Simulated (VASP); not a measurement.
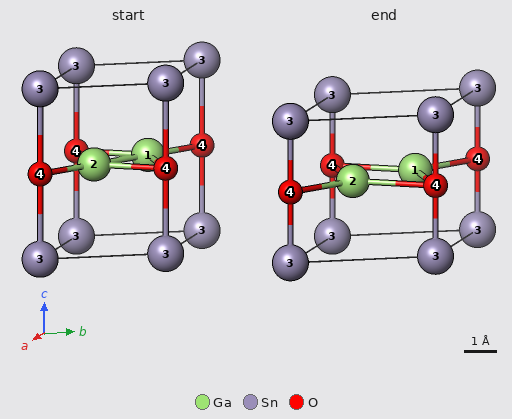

The structure of solid Ga2SnO (a generated structure, set up in P6/mmm) before (left) and after (right) a relaxation, at one scale.

Style: ball-and-stick. Shown: the cell of the calculation, slightly off an axis.

The run lets cell and atoms move.

These are results of Kohn-Sham DFT of a periodic cell, PBE, VASP PAW PBE potentials, recommended in VASP, not measurements.

The input:
```
PREC     = Normal         # precision mode
ENCUT    = 520            # plane-wave cutoff, eV
EDIFF    = 1E-4           # SCF threshold, eV
ISMEAR   = 0              # smearing method
SIGMA    = 0.15           # smearing width, eV
LREAL    = F              # projectors in reciprocal space
LASPH    = T              # aspherical terms in the spheres
NELM     = 60             # most SCF steps
ALGO     = Fast           # electronic algorithm
ISIF     = 3              # what is computed and relaxed
LWAVE    = F              # write WAVECAR
LCHARG   = F              # write CHGCAR
GGA      = PE             # functional
IBRION   = 2              # ionic algorithm
NSW      = 24             # ionic steps
EDIFFG   = -0.08          # ionic threshold
```

Command:
```bash
cat potpaw_PBE.64/Ga_d/POTCAR potpaw_PBE.64/Sn_d/POTCAR potpaw_PBE.64/O/POTCAR > POTCAR
mpirun -np 1 vasp_std > vasp.out
```

Q: Summarise the run.

A: After 15 geometry steps the energy has fallen by 286 meV per atom. All forces vanish by symmetry, so only the cell relaxes. Pressure: 9.64 GPa at the start and 0.12 GPa at the end. The atoms keep their places relative to the cell (all moves are under 0.005 Å). The drawn cell changes as follows: a = b 4.061 → 4.692 Å (+15.5 %), c 5.450 → 4.525 Å (−17.0 %); the volume changes by +10.8 %. Among the contacts that change: Sn3–O4 2.725 → 2.263 Å, Ga1–O4 2.345 → 2.709 Å, Ga1–Ga2 2.345 → 2.709 Å. The space group stays P6/mmm (No. 191). The volume changes by over a tenth within one run on a fixed set of plane waves, so the end point should be relaxed again from the new cell. It ran on 1 thread of Intel(R) Xeon(R) Platinum 8488C (Sapphire Rapids), with other jobs on the host.

Limits of the set-up: layers or molecules are held without a dispersion correction, so their spacing is unreliable.
